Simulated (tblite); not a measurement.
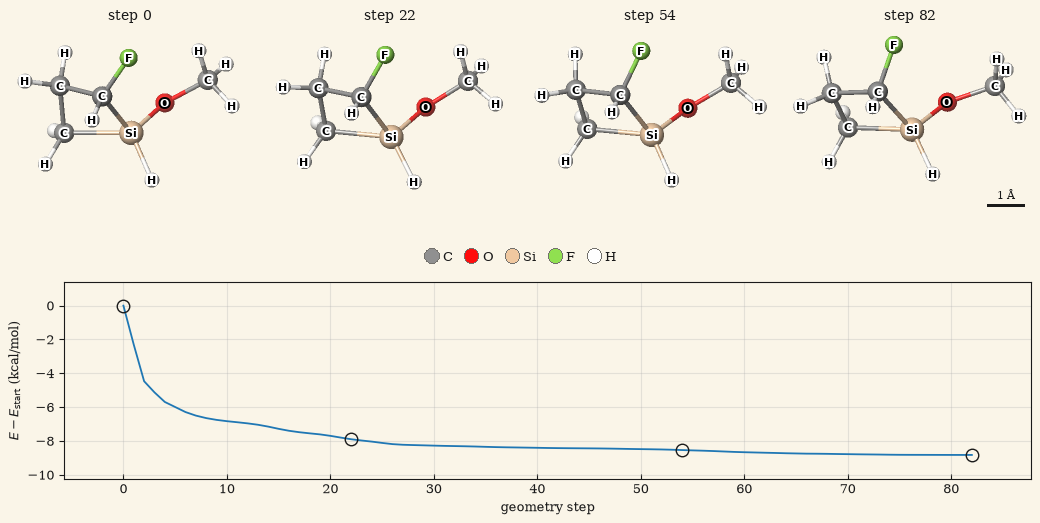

Frames of a relaxation of C₄H₉FOSi, marked on the history of the run. Style: ball-and-stick. Shown from a free direction.

Theory: GFN2-xTB geometry optimisation, gas phase in tblite 0.8.0. 

What happens along the run?

Answer. After 82 geometry steps the energy has fallen by 8.82 kcal/mol. An H atom moves most after the best rigid fit: 0.74 Å. Largest moves by element: H 0.74 Å, F 0.56 Å, C 0.34 Å, O 0.21 Å, Si 0.17 Å. Among the contacts that change: O–Si 1.654 → 1.612 Å, C–F 1.358 → 1.390 Å, C–O 1.429 → 1.402 Å, C–Si 1.918 → 1.936 Å. Bond angles that change, for instance: C–O–Si 118.4° → 130.5°, Si–C–H 110.7° → 118.4°, F–C–H 112.1° → 105.0°. Groups turn about C–C by about 25°, C–C by about 25°, C–Si by about 20°. Cost: 0.86 s on 1 thread of Arm Neoverse N1 (shared host). From step 0 to 22: H atoms move most (0.25 Å), energy −7.89 kcal/mol. From step 22 to 54: an H atom moves most (0.28 Å), energy −0.64 kcal/mol. From step 54 to 82: H atoms move most (0.36 Å), energy −0.29 kcal/mol.

```json
{"step": "0", "E − E(0), kcal/mol": "0.00"}
{"step": "1", "E − E(0), kcal/mol": "-2.31"}
{"step": "2", "E − E(0), kcal/mol": "-4.47"}
{"step": "3", "E − E(0), kcal/mol": "-5.12"}
{"step": "4", "E − E(0), kcal/mol": "-5.69"}
{"step": "5", "E − E(0), kcal/mol": "-5.99"}
{"step": "6", "E − E(0), kcal/mol": "-6.29"}
{"step": "7", "E − E(0), kcal/mol": "-6.50"}
{"step": "8", "E − E(0), kcal/mol": "-6.65"}
{"step": "9", "E − E(0), kcal/mol": "-6.75"}
{"step": "10", "E − E(0), kcal/mol": "-6.83"}
{"step": "14", "E − E(0), kcal/mol": "-7.15"}
{"step": "18", "E − E(0), kcal/mol": "-7.55"}
{"step": "21", "E − E(0), kcal/mol": "-7.80"}
{"step": "25", "E − E(0), kcal/mol": "-8.11"}
{"step": "29", "E − E(0), kcal/mol": "-8.25"}
{"step": "33", "E − E(0), kcal/mol": "-8.31"}
{"step": "37", "E − E(0), kcal/mol": "-8.37"}
{"step": "40", "E − E(0), kcal/mol": "-8.40"}
{"step": "44", "E − E(0), kcal/mol": "-8.43"}
{"step": "48", "E − E(0), kcal/mol": "-8.46"}
{"step": "52", "E − E(0), kcal/mol": "-8.50"}
{"step": "55", "E − E(0), kcal/mol": "-8.55"}
{"step": "59", "E − E(0), kcal/mol": "-8.64"}
{"step": "63", "E − E(0), kcal/mol": "-8.71"}
{"step": "67", "E − E(0), kcal/mol": "-8.75"}
{"step": "71", "E − E(0), kcal/mol": "-8.79"}
{"step": "74", "E − E(0), kcal/mol": "-8.81"}
{"step": "78", "E − E(0), kcal/mol": "-8.82"}
{"step": "82", "E − E(0), kcal/mol": "-8.82"}
```
